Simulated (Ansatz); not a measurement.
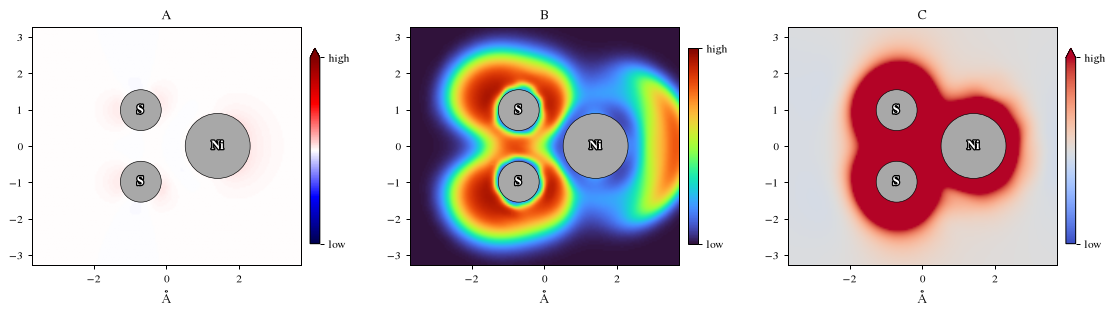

NiS2 (quintet): 3 fields on the molecular plane, with unlabelled colour scales. Grey discs cover the atomic cores.

Geometry: PBE0-D4/def2-TZVP.

All numbers below come from UKS PBE0-D4/def2-TZVP in Ansatz.

> The panels show electron localisation function, electrostatic potential and spin density in some order. Assign them.

Panel A: spin density (confined to the atoms that carry the unpaired spin). Panel B: electron localisation function. Panel C: electrostatic potential (strongly positive close to the atoms and fading to about zero outside). From the grid: S–S (1.97 Å): the ELF peaks at about 0.80 between the atoms; a covalent bond. Ni–S (2.33 Å): the ELF peaks at about 0.80 in the valence shell of S, 0.9 Å from its nucleus, and is about 0.45 at the midpoint.
